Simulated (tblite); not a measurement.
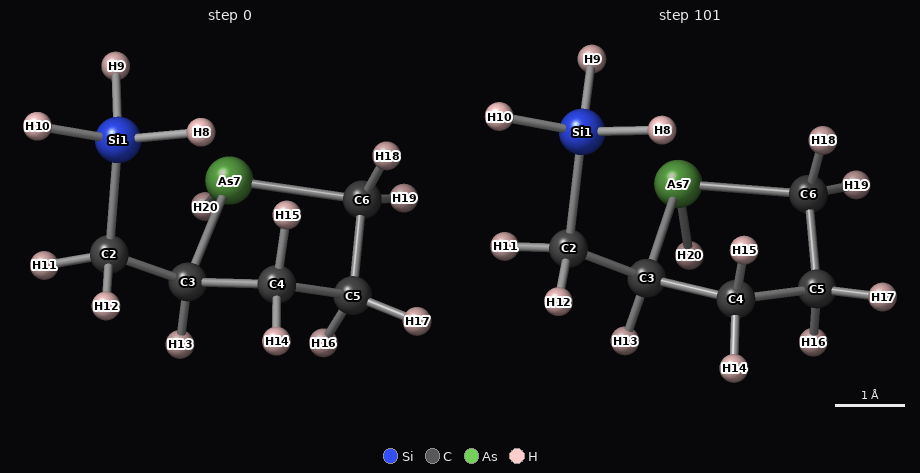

The structure of C5H13AsSi before (left) and after (right) a relaxation, at one scale.

Style: ball-and-stick. Shown at a tilt.

Method: tblite 0.8.0, GFN2-xTB geometry optimisation, gas phase. 

Summarise the run.

Over 101 geometry steps the energy falls by 107.0 kJ/mol. H20 moves most after the best rigid fit: 0.81 Å. By element the largest moves are H 0.81 Å, As 0.29 Å, C 0.25 Å, Si 0.16 Å. Near-neighbour distances that change, for instance: Si1–As7 3.337 → 3.554 Å, Si1–C2 1.847 → 1.904 Å, As7–H20 1.571 → 1.519 Å, C2–C3 1.477 → 1.528 Å. Bond angles that change, for instance: C6–As7–H20 110.8° → 93.1°, C3–As7–H20 109.2° → 93.6°, C4–C3–As7 95.3° → 106.8°. Groups turn about C4–C5 by about 25°, C3–C4 by about 20°.
